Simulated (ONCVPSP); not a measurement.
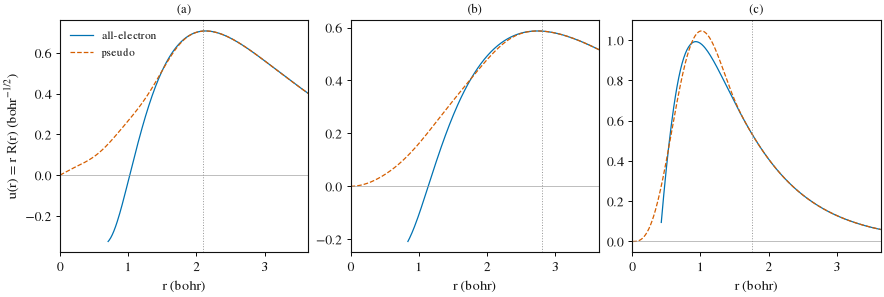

All-electron valence functions (solid) with their pseudo partners (dashed). Dotted lines mark the matching radii. The all-electron curves start outside the innermost oscillations, which aren't drawn.

ONCVPSP 4.0.1, PBE, scalar-relativistic. The levels are (a) -11.39 eV, (b) -5.31 eV, (c) -22.11 eV.

### Identify the atom and the shell in each panel.

Indium (In), core [Kr], valence 4d10 5s2 5p0.5 (charge +0.5): (a) 5s, (b) 5p, (c) 4d.

### Are the pseudo-waves norm-conserving?

Yes. The ONCV scheme keeps the all-electron norm inside the radius.
